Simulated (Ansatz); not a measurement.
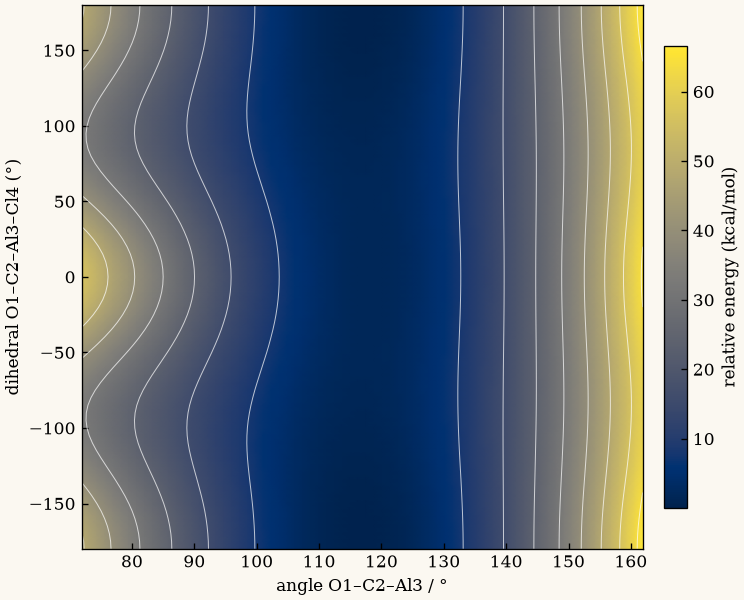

CH₂AlClO, SMILES O=[CH][AlH][Cl]. 
- The first coordinate is: angle O1–C2–Al3; the second: dihedral O1–C2–Al3–Cl4.
- Nothing is relaxed (all other coordinates rigid).
- Grid: 15 × 15 points; 121 points were computed and 104 follow by symmetry.
- Points are written as (first, second).
- Energies are in kcal/mol, from the lowest grid point.
- Method: RKS PBE0-D4/def2-TZVP in Ansatz 0.2.0.

The picture shows a smooth colour map with a few white contour lines. Between grid points the surface is interpolated.

The lowest grid point is at (116.9°, −180°). The highest grid point, (161.9°, −180°), lies 66.6 kcal/mol above the lowest. Round the minimum the two coordinates are nearly uncoupled.

The system is changed to CH₂AlFO, SMILES O=[CH][AlH][F]; the new grid has 13 × 12 points, laid about the new relaxed structure.

Q: How does the landscape change?

A: The minimum (interpolated where it lies between grid points) moves from (116.9°, −180°) to (115.6°, −180°). The curvature at the minimum changes by less than a tenth (about 8.1) eV/rad² along angle O1–C2–Al3 and from about 0.077 to 0.093 eV/rad² along dihedral O1–C2–Al3–Cl4.

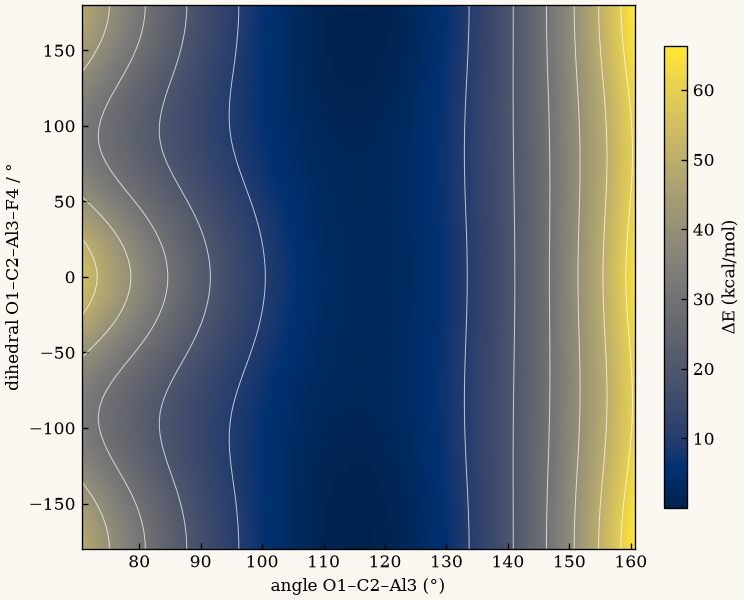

The map after the change, on a colour scale of its own. Drawn: a smooth colour map with a few white contour lines. Between grid points the surface is interpolated.
